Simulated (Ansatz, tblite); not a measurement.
**The cluster Ru₃−: a ladder of methods and basis sets**

How do method and basis change the picture of the cluster Ru₃− (doublet)?

Program: Ansatz 0.2.0, Gaussian basis. Level of theory: as each input shows. These are calculated values, not measurements.

The runs, in order: GFN1-xTB, GFN2-xTB, PBE-D4/def2-TZVPD, r2SCAN-D4/def2-TZVPD, HSE06-D4/def2-TZVPD, B97M-V/def2-TZVPD, CAM-B3LYP-D4/def2-TZVPD, B3LYP-D4/def2-TZVPD, B2PLYP/def2-TZVPD, PBE-D4/def2-SVPD, PBE0-D4/def2-SVPD, CCSD(T)/def2-TZVPD, RPA/def2-TZVPD.

4 further runs of the same task are left out: 1 for a known fault of the program, 2 that didn't finish, 1 set aside as unsound or not needed. Runs told in other sessions of the task aren't counted.

## (1) The structure

The geometry is that of the doublet, from an earlier relaxation (PBE-D4/def2-TZVPD). At that level it is the lowest of the isomers that a small search found.

3 atoms, charge -1, spin multiplicity 2.

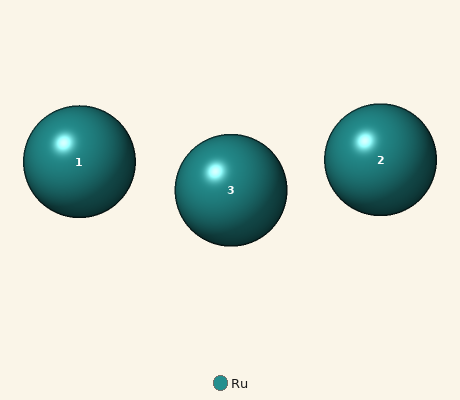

The structure; ruthenium teal; atoms are numbered from 1 in the order of the file.

Ru takes a core potential in the def2 sets. No spin-orbit coupling is included. The ion is computed in the gas phase, without counter-ions or solvent.

PBE0-D4/def2-TZVPD was run before; its log isn't repeated, and its numbers join the tables.

## (2) GFN1-xTB

Tight binding, by tblite at 300 K electronic temperature and without a spin-polarisation term:

```python
tblite.interface.Calculator('GFN1-xTB', numbers, positions, charge=-1, uhf=1).singlepoint()
```

Energy -279.8006 eV; 0.003 s.

## (3) GFN2-xTB

Tight binding, by tblite at 300 K electronic temperature and without a spin-polarisation term:

```python
tblite.interface.Calculator('GFN2-xTB', numbers, positions, charge=-1, uhf=1).singlepoint()
```

Energy -252.0839 eV; 0.006 s.

## (4) PBE-D4/def2-TZVPD

start.molden holds the orbitals of an earlier run on this state, given as this run's starting guess.

File in.yaml:

```yaml
crystal:
  periodic: [false, false, false]
  atoms:
    - {symbol: Ru, position_ang: [-0.686616, 0.557153, -0.117587]}
    - {symbol: Ru, position_ang: [0.509719, -3.132006, -1.741887]}
    - {symbol: Ru, position_ang: [-0.419604, -1.300446, -1.176026]}
basis:
  gaussian: {orbitals: def2-TZVPD, initial_orbitals: start.molden}
total_charge: -1
magnetization: {spin_polarized: true, initial_magnetization: 1}
hamiltonian: {xc: pbe, dispersion: d4}
scf: {omitted_lower_state_checks: [starts]}
output: {orbitals: {seedname: orbitals}}
```

The run is started by

```bash
$ ansatz run in.yaml --threads 4 --pin off --events-out ev --progress --plain --max-ram 3916MiB
```

What it wrote:

```text
Functional definition: PBE
  name "PBE"
  cite "Perdew, Burke & Ernzerhof, Phys. Rev. Lett. 77, 3865 (1996) doi:10.1103/PhysRevLett.77.3865"
  parent pbe
  parameter kappa = 0.804
  parameter beta = 0.06672455060314922
  exchange = pbe_x(kappa = kappa, mu = beta*pi^2/3)
  correlation = pbe_c(beta = beta)
these checks for a lower state are left out or cut short: starts
1062 factors; their error is unknown
mean field evaluation 1: about -7748.2494 eV, gradient 4.5e0 eV
mean field evaluation 2: about -7748.8451 eV, gradient 2.4e0 eV
mean field evaluation 4: about -7748.9950 eV, gradient 1.2e-1 eV
mean field evaluation 8: about -7748.9900 eV, gradient 7.4e-5 eV
mean field evaluation 16: about -7748.9900 eV, gradient 1.8e-5 eV
mean field -7748.98997642 eV, -284.7701291794 hartree, gradient 5.0e-6 eV, S^2 2.114601; 0 other end points of the search recorded, 0 dependent functions left out
reference -7748.99000730 eV, -284.7701303143 hartree; 25, 24 occupied and 95, 96 virtual orbitals, 1062 factors
Total energy: -7749.13000369 eV, -284.7752750867 hartree
Checks for a lower state left out: starts
```

Wall time 7 s (4 threads of Arm Neoverse V2, shared host).

HOMO 0.11 eV, LUMO 0.54 eV (over both spins); ⟨S²⟩ 2.115 (pure: 0.75). Doubts: spin contamination, highest occupied level lies above zero.

## (5) r2SCAN-D4/def2-TZVPD

in.yaml, as its differences from that of step 4:

```diff
@@ -10,3 +10,3 @@
 magnetization: {spin_polarized: true, initial_magnetization: 1}
-hamiltonian: {xc: pbe, dispersion: d4}
+hamiltonian: {xc: r2scan, dispersion: d4}
 scf: {omitted_lower_state_checks: [starts]}
```

Launched as before.

What it wrote, shortened:

```text
Functional definition: r2SCAN
  name "r2SCAN"
  cite "Furness, Kaplan, Ning, Perdew & Sun, J. Phys. Chem. Lett. 11, 8208 (2020) doi:10.1021/acs.jpclett.0c02405"
  cite "Furness, Kaplan, Ning, Perdew & Sun, J. Phys. Chem. Lett. 11, 9248 (2020) doi:10.1021/acs.jpclett.0c03077"
  parent r2scan
[...]
1062 factors; their error is unknown
[...]
mean field -7749.15393588 eV, -284.7761545784 hartree, gradient 8.6e-6 eV, S^2 3.051734; 0 other end points of the search recorded, 0 dependent functions left out
reference -7749.15396280 eV, -284.7761555676 hartree; 25, 24 occupied and 95, 96 virtual orbitals, 1062 factors
Total energy: -7749.17906929 eV, -284.7770782142 hartree
Checks for a lower state left out: starts
```

It took 19 s on 4 threads of Arm Neoverse V2, shared host.

From the report: HOMO 0.00 eV, LUMO 1.01 eV (over both spins); ⟨S²⟩ 3.052 (pure: 0.75). Doubts: spin contamination.

## (6) HSE06-D4/def2-TZVPD

in.yaml, as its differences from that of step 5:

```diff
@@ -10,3 +10,3 @@
 magnetization: {spin_polarized: true, initial_magnetization: 1}
-hamiltonian: {xc: r2scan, dispersion: d4}
+hamiltonian: {xc: hse06, dispersion: d4}
 scf: {omitted_lower_state_checks: [starts]}
```

Launched as before.

What it wrote, shortened:

```text
Functional definition: HSE06
  name "HSE06"
  cite "Heyd, Scuseria & Ernzerhof, J. Chem. Phys. 118, 8207 (2003) doi:10.1063/1.1564060"
  cite "Krukau, Vydrov, Izmaylov & Scuseria, J. Chem. Phys. 125, 224106 (2006) doi:10.1063/1.2404663"
  cite "Heyd & Scuseria, J. Chem. Phys. 120, 7274 (2004) doi:10.1063/1.1668634"
  cite "Ernzerhof & Perdew, J. Chem. Phys. 109, 3313 (1998) doi:10.1063/1.476928"
  cite "Perdew, Burke & Ernzerhof, Phys. Rev. Lett. 77, 3865 (1996) doi:10.1103/PhysRevLett.77.3865"
  parent pbe
[...]
  # The whole range is PBE's own exchange, as in plane waves. The composition of these papers is wPBEh.
[...]
1134 factors; their error is unknown
73 factors; integrals over basis functions are off by at most 1.6e-5 eV
[...]
mean field -7743.68484086 eV, -284.5751690434 hartree, gradient 7.2e-6 eV, S^2 3.279499; 0 other end points of the search recorded, 0 dependent functions left out
reference -7743.68487236 eV, -284.5751702010 hartree; 25, 24 occupied and 95, 96 virtual orbitals, 1134 factors
Total energy: -7743.80400963 eV, -284.5795484149 hartree
Checks for a lower state left out: starts
```

Run time: 8.5 s. Hardware: 4 threads of Arm Neoverse V2, shared host.

Report: HOMO -0.09 eV, LUMO 1.64 eV (over both spins); ⟨S²⟩ 3.279 (pure: 0.75). Doubts: spin contamination.

## (7) B97M-V/def2-TZVPD

in.yaml, as its differences from that of step 6:

```diff
@@ -10,3 +10,3 @@
 magnetization: {spin_polarized: true, initial_magnetization: 1}
-hamiltonian: {xc: hse06, dispersion: d4}
+hamiltonian: {xc: {name: B97M-V}}
 scf: {omitted_lower_state_checks: [starts]}
```

The command is unchanged.

What it wrote, shortened:

```text
Functional definition: B97M-V
  name "B97M-V"
  cite "Mardirossian & Head-Gordon, J. Chem. Phys. 142, 074111 (2015) doi:10.1063/1.4907719"
  cite "Becke, J. Chem. Phys. 107, 8554 (1997) doi:10.1063/1.475007"
  cite "Vydrov & Van Voorhis, J. Chem. Phys. 133, 244103 (2010) doi:10.1063/1.3521275"
  # Of w^i u^j: cxij and so on, Table III.
[...]
  gx(w, u) = cx00 + cx01*u + cx02*u^2 + (cx10 + cx11*u)*w
  gss(w, u) = css00 + css02*u^2 + css10*w + (css32*w^3 + css42*w^4)*u^2
  gos(w, u) = cos00 + cos01*u + cos03*u^3 + cos10*w + cos32*w^3*u^2
[...]
      + integral(e_c_pw_mod_opposite_spin*gos(b97_w_opposite, b97_u_opposite)) + vv10(b, c)
[...]
1062 factors; their error is unknown
[...]
mean field -7745.00409424 eV, -284.6236507110 hartree, gradient 3.6e-6 eV, S^2 2.771298; 0 other end points of the search recorded, 0 dependent functions left out
reference -7745.00413925 eV, -284.6236523650 hartree; 25, 24 occupied and 95, 96 virtual orbitals, 1062 factors
Total energy: -7745.00413925 eV, -284.6236523650 hartree
Checks for a lower state left out: starts
```

Wall time 35 s (4 threads of Arm Neoverse V2, shared host); peak memory 0.55 GiB.

Report: HOMO 0.08 eV, LUMO 0.95 eV (over both spins); ⟨S²⟩ 2.771 (pure: 0.75). Doubts: spin contamination, highest occupied level lies above zero.

## (8) CAM-B3LYP-D4/def2-TZVPD

in.yaml, as its differences from that of step 7:

```diff
@@ -10,3 +10,3 @@
 magnetization: {spin_polarized: true, initial_magnetization: 1}
-hamiltonian: {xc: {name: B97M-V}}
+hamiltonian: {xc: {name: CAM-B3LYP}, dispersion: d4}
 scf: {omitted_lower_state_checks: [starts]}
```

Same command.

What it wrote, shortened:

```text
Functional definition: CAM-B3LYP
  name "CAM-B3LYP"
  cite "Yanai, Tew & Handy, Chem. Phys. Lett. 393, 51 (2004) doi:10.1016/j.cplett.2004.06.011"
  cite "Iikura, Tsuneda, Yanai & Hirao, J. Chem. Phys. 115, 3540 (2001) doi:10.1063/1.1383587"
  cite "Becke, Phys. Rev. A 38, 3098 (1988) doi:10.1103/PhysRevA.38.3098"
  cite "Lee, Yang & Parr, Phys. Rev. B 37, 785 (1988) doi:10.1103/PhysRevB.37.785"
  cite "Vosko, Wilk & Nusair, Can. J. Phys. 58, 1200 (1980) doi:10.1139/p80-159"
[...]
  # Exact exchange under (alpha + beta erf(omega r))/r, Becke's under what is left of 1/r.
[...]
1134 factors; their error is unknown
240 factors; integrals over basis functions are off by at most 4.2e-5 eV
[...]
mean field -7739.91448939 eV, -284.4366111825 hartree, gradient 7.6e-6 eV, S^2 3.550311; 0 other end points of the search recorded, 0 dependent functions left out
reference -7739.91457870 eV, -284.4366144648 hartree; 25, 24 occupied and 95, 96 virtual orbitals, 1134 factors
Total energy: -7740.04664348 eV, -284.4414677558 hartree
Checks for a lower state left out: starts
```

Run time: 11 s. Hardware: 4 threads of Arm Neoverse V2, shared host.

HOMO -1.28 eV, LUMO 2.81 eV (over both spins); ⟨S²⟩ 3.550 (pure: 0.75). Doubts: spin contamination.

## (9) B3LYP-D4/def2-TZVPD

in.yaml, as its differences from that of step 8:

```diff
@@ -10,3 +10,3 @@
 magnetization: {spin_polarized: true, initial_magnetization: 1}
-hamiltonian: {xc: {name: CAM-B3LYP}, dispersion: d4}
+hamiltonian: {xc: {name: B3LYP}, dispersion: d4}
 scf: {omitted_lower_state_checks: [starts]}
```

The command is unchanged.

What it wrote, shortened:

```text
Functional definition: B3LYP
  name "B3LYP"
  cite "Stephens, Devlin, Chabalowski & Frisch, J. Phys. Chem. 98, 11623 (1994) doi:10.1021/j100096a001"
  cite "Becke, Phys. Rev. A 38, 3098 (1988) doi:10.1103/PhysRevA.38.3098"
  cite "Lee, Yang & Parr, Phys. Rev. B 37, 785 (1988) doi:10.1103/PhysRevB.37.785"
  cite "Vosko, Wilk & Nusair, Can. J. Phys. 58, 1200 (1980) doi:10.1139/p80-159"
[...]
1134 factors; their error is unknown
[...]
mean field -7747.83581006 eV, -284.7277143479 hartree, gradient 2.4e-6 eV, S^2 2.864264; 0 other end points of the search recorded, 0 dependent functions left out
reference -7747.83599333 eV, -284.7277210832 hartree; 25, 24 occupied and 95, 96 virtual orbitals, 1134 factors
Total energy: -7748.07159247 eV, -284.7363791918 hartree
Checks for a lower state left out: starts
```

Run time: 8.5 s. Hardware: 4 threads of Arm Neoverse V2, shared host.

From the report: HOMO -0.36 eV, LUMO 1.52 eV (over both spins); ⟨S²⟩ 2.864 (pure: 0.75). Doubts: spin contamination.

## (10) B2PLYP/def2-TZVPD

in.yaml, as its differences from that of step 9:

```diff
@@ -10,4 +10,3 @@
 magnetization: {spin_polarized: true, initial_magnetization: 1}
-hamiltonian: {xc: {name: B3LYP}, dispersion: d4}
+hamiltonian: {xc: {name: B2PLYP}}
 scf: {omitted_lower_state_checks: [starts]}
-output: {orbitals: {seedname: orbitals}}
```

Same command.

What it wrote, shortened:

```text
Functional definition: B2PLYP
  name "B2PLYP"
  cite "Grimme, J. Chem. Phys. 124, 034108 (2006) doi:10.1063/1.2148954"
  cite "Becke, Phys. Rev. A 38, 3098 (1988) doi:10.1103/PhysRevA.38.3098"
  cite "Lee, Yang & Parr, Phys. Rev. B 37, 785 (1988) doi:10.1103/PhysRevB.37.785"
[...]
1119 factors; integrals over basis functions are off by at most 2.6e-4 eV
[...]
mean field -7720.68963821 eV, -283.7301109327 hartree, gradient 3.1e-6 eV, S^2 4.177204; 0 other end points of the search recorded, 0 dependent functions left out
reference -7720.68975287 eV, -283.7301151466 hartree; 25, 24 occupied and 95, 96 virtual orbitals, 1119 factors
second order -50.35893520 eV of doubles, -0.00000000 eV of singles
Total energy: -7734.28666538 eV, -284.2297924648 hartree
Checks for a lower state left out: starts
```

Wall time 17 s (4 threads of Arm Neoverse V2, shared host).

From the report: ⟨S²⟩ 4.177 (pure: 0.75). Doubts: spin contamination.

## (11) PBE-D4/def2-SVPD

in.yaml, as its differences from that of step 10:

```diff
@@ -7,6 +7,7 @@
 basis:
-  gaussian: {orbitals: def2-TZVPD, initial_orbitals: start.molden}
+  gaussian: {orbitals: def2-SVPD, initial_orbitals: start.molden}
 total_charge: -1
 magnetization: {spin_polarized: true, initial_magnetization: 1}
-hamiltonian: {xc: {name: B2PLYP}}
+hamiltonian: {xc: pbe, dispersion: d4}
 scf: {omitted_lower_state_checks: [starts]}
+output: {orbitals: {seedname: orbitals}}
```

Launched as before.

What it wrote:

```text
Functional definition: PBE
  name "PBE"
  cite "Perdew, Burke & Ernzerhof, Phys. Rev. Lett. 77, 3865 (1996) doi:10.1103/PhysRevLett.77.3865"
  parent pbe
  parameter kappa = 0.804
  parameter beta = 0.06672455060314922
  exchange = pbe_x(kappa = kappa, mu = beta*pi^2/3)
  correlation = pbe_c(beta = beta)
these checks for a lower state are left out or cut short: starts
936 factors; their error is unknown
mean field evaluation 1: about -7746.1394 eV, gradient 8.5e0 eV
mean field evaluation 2: about -7746.7179 eV, gradient 1.3e0 eV
mean field evaluation 4: about -7746.9136 eV, gradient 1.2e-1 eV
mean field evaluation 8: about -7746.9032 eV, gradient 2.3e-4 eV
mean field evaluation 16: about -7746.9032 eV, gradient 2.7e-5 eV
mean field -7746.90318740 eV, -284.6934410973 hartree, gradient 2.0e-6 eV, S^2 2.104906; 0 other end points of the search recorded, 0 dependent functions left out
reference -7746.90321712 eV, -284.6934421895 hartree; 25, 24 occupied and 77, 78 virtual orbitals, 936 factors
Total energy: -7747.04321351 eV, -284.6985869620 hartree
Checks for a lower state left out: starts
```

Run time: 8 s. Hardware: 4 threads of Arm Neoverse V2, shared host.

From the report: HOMO 0.10 eV, LUMO 0.53 eV (over both spins); ⟨S²⟩ 2.105 (pure: 0.75). Doubts: spin contamination, highest occupied level lies above zero.

## (12) PBE0-D4/def2-SVPD

in.yaml, as its differences from that of step 11:

```diff
@@ -10,3 +10,3 @@
 magnetization: {spin_polarized: true, initial_magnetization: 1}
-hamiltonian: {xc: pbe, dispersion: d4}
+hamiltonian: {xc: pbe0, dispersion: d4}
 scf: {omitted_lower_state_checks: [starts]}
```

Launched as before.

What it wrote, shortened:

```text
Functional definition: PBE0
  name "PBE0"
  cite "Adamo & Barone, J. Chem. Phys. 110, 6158 (1999) doi:10.1063/1.478522"
  cite "Perdew, Burke & Ernzerhof, Phys. Rev. Lett. 77, 3865 (1996) doi:10.1103/PhysRevLett.77.3865"
  parent pbe
[...]
969 factors; integrals over basis functions are off by at most 3.3e-4 eV
[...]
mean field -7741.58346335 eV, -284.4979448443 hartree, gradient 7.5e-6 eV, S^2 3.327185; 0 other end points of the search recorded, 0 dependent functions left out
reference -7741.58348599 eV, -284.4979456764 hartree; 25, 24 occupied and 77, 78 virtual orbitals, 969 factors
Total energy: -7741.70459321 eV, -284.5023962845 hartree
Checks for a lower state left out: starts
```

Wall time 8.5 s (4 threads of Arm Neoverse V2, shared host).

HOMO -0.44 eV, LUMO 2.00 eV (over both spins); ⟨S²⟩ 3.327 (pure: 0.75). Doubts: spin contamination.

## (13) CCSD(T)/def2-TZVPD

File in.yaml:

```yaml
crystal:
  periodic: [false, false, false]
  atoms:
    - {symbol: Ru, position_ang: [-0.686616, 0.557153, -0.117587]}
    - {symbol: Ru, position_ang: [0.509719, -3.132006, -1.741887]}
    - {symbol: Ru, position_ang: [-0.419604, -1.300446, -1.176026]}
basis:
  gaussian: {orbitals: def2-TZVPD, initial_orbitals: start.molden}
total_charge: -1
magnetization: {spin_polarized: true, initial_magnetization: 1}
correlation: {method: ccsd_t}
scf: {omitted_lower_state_checks: [starts, cluster_reference]}
output: {orbitals: {seedname: orbitals}}
```

Same command.

What it wrote, shortened:

```text
Functional definition: HF
  name "HF"
  cite "Fock, Z. Phys. 61, 126 (1930) doi:10.1007/BF01340294"
  parent pbe
[...]
1119 factors; integrals over basis functions are off by at most 2.6e-4 eV
[...]
mean field -7680.05033453 eV, -282.2366440689 hartree, gradient 3.9e-6 eV, S^2 5.351943; 0 other end points of the search recorded, 0 dependent functions left out
reference -7680.05033453 eV, -282.2366440689 hartree; 25, 24 occupied and 95, 96 virtual orbitals, 1119 factors
second order -36.05047506 eV of doubles, -0.00000000 eV of singles
cycle   1  -31.83257291 eV  change     4.2e0 eV  update   3.5e-1
[...]
cycle  26  -35.38381581 eV  change   -2.0e-5 eV  update   2.1e-5
perturbative correction -2.32947466 eV, -0.0856066148 hartree
WARN: the results are in doubt because among natural orbitals the method converges to other amplitudes
Total energy: -7717.76362500 eV, -283.6225819308 hartree
In doubt: among natural orbitals the method converges to other amplitudes
Checks for a lower state left out: starts, cluster_reference
```

Wall time 76 s (4 threads of Arm Neoverse V2, shared host); peak memory 1.6 GiB.

Hartree-Fock HOMO -1.67 eV, LUMO 4.25 eV (over both spins); ⟨S²⟩ 5.352 (pure: 0.75); T1 0.081. Doubts: state flagged by the program, large T1 diagnostic, spin contamination.

## (14) RPA/def2-TZVPD

in.yaml, as its differences from that of step 13:

```diff
@@ -10,4 +10,4 @@
 magnetization: {spin_polarized: true, initial_magnetization: 1}
-correlation: {method: ccsd_t}
-scf: {omitted_lower_state_checks: [starts, cluster_reference]}
-output: {orbitals: {seedname: orbitals}}
+hamiltonian: {xc: pbe}
+correlation: {method: rpa}
+scf: {omitted_lower_state_checks: [starts]}
```

Same command.

What it wrote:

```text
Functional definition: PBE
  name "PBE"
  cite "Perdew, Burke & Ernzerhof, Phys. Rev. Lett. 77, 3865 (1996) doi:10.1103/PhysRevLett.77.3865"
  parent pbe
  parameter kappa = 0.804
  parameter beta = 0.06672455060314922
  exchange = pbe_x(kappa = kappa, mu = beta*pi^2/3)
  correlation = pbe_c(beta = beta)
these checks for a lower state are left out or cut short: starts
1119 factors; integrals over basis functions are off by at most 2.6e-4 eV
mean field evaluation 1: about -7748.2457 eV, gradient 4.5e0 eV
mean field evaluation 2: about -7748.8416 eV, gradient 2.4e0 eV
mean field evaluation 4: about -7748.9917 eV, gradient 1.2e-1 eV
mean field evaluation 8: about -7748.9900 eV, gradient 9.0e-5 eV
mean field -7748.98997276 eV, -284.7701290449 hartree, gradient 3.0e-6 eV, S^2 2.114600; 0 other end points of the search recorded, 0 dependent functions left out
reference -7670.28984294 eV, -281.8779526189 hartree; 25, 24 occupied and 95, 96 virtual orbitals, 1119 factors
Total energy: -7730.17609514 eV, -284.0787317947 hartree
Checks for a lower state left out: starts
```

Wall time 8.5 s (4 threads of Arm Neoverse V2, shared host).

⟨S²⟩ 2.115 (pure: 0.75). Doubts: spin contamination.

## (15) Levels side by side

```tsv
level	functions	HOMO (eV)	LUMO (eV)	gap (eV)	⟨S²⟩	time
PBE-D4/def2-SVPD	102	0.10	0.53	0.44	2.105	8 s
PBE-D4/def2-TZVPD	120	0.11	0.54	0.43	2.115	7 s
r2SCAN-D4/def2-TZVPD	120	0.00	1.01	1.01	3.052	19 s
B97M-V/def2-TZVPD	120	0.08	0.95	0.87	2.771	35 s
B3LYP-D4/def2-TZVPD	120	-0.36	1.52	1.87	2.864	8.5 s
PBE0-D4/def2-SVPD	102	-0.44	2.00	2.44	3.327	8.5 s
PBE0-D4/def2-TZVPD	120	-0.43	2.02	2.45	3.338	3.2 min
HSE06-D4/def2-TZVPD	120	-0.09	1.64	1.73	3.279	8.5 s
CAM-B3LYP-D4/def2-TZVPD	120	-1.28	2.81	4.09	3.550	11 s
```

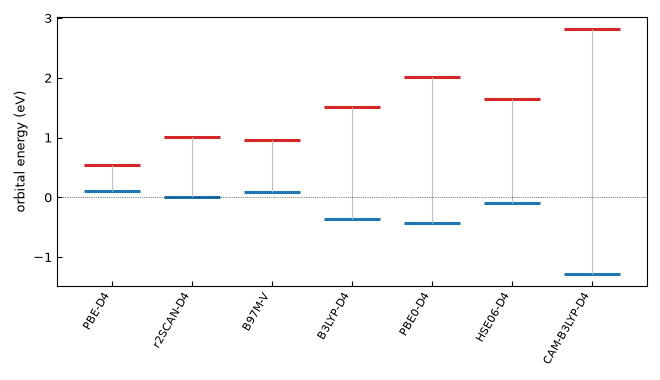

Highest filled (blue) and lowest empty (red) level in def2-TZVPD, over both spins.

Energy pieces by basis (eV):

```tsv
basis	HF	MP2 correlation	CCSD correlation	(T)	total
def2-TZVPD	-7680.0503	-36.0505	-35.3838	-2.3295	-7717.7636
```

## (16) Summary of results

| quantity | value |
| --- | --- |
| gap in def2-TZVPD, named functionals, smallest and largest | 0.43 eV (PBE-D4), 4.09 eV (CAM-B3LYP-D4) |
| correlation energy, CCSD(T)/def2-TZVPD | -37.71 eV |
| ⟨S²⟩ in def2-TZVPD, named functionals, smallest and largest | 2.115, 3.550 |
| PBE0 total energy, smallest basis above largest | 2.07 eV (def2-SVPD, def2-TZVPD) |

Orbital gaps of the named functionals in def2-TZVPD span 0.43 eV (PBE-D4) to 4.09 eV (CAM-B3LYP-D4); exact exchange widens it. Over the named functionals in def2-TZVPD spin contamination reaches 2.80 (CAM-B3LYP-D4), and every level is far from pure, so all describe a mixture with higher spin. PBE-D4, B97M-V put the HOMO above zero; others here keep it below zero, so the sign hangs on the functional's self-interaction and doesn't show that the species is unbound. Notes on CCSD(T)/def2-TZVPD: large T1 diagnostic, spin contamination, state flagged by the program.

The slowest run with a step of its own, CCSD(T)/def2-TZVPD, took 76 s; the quickest functional in def2-TZVPD took 7 s (shared host).
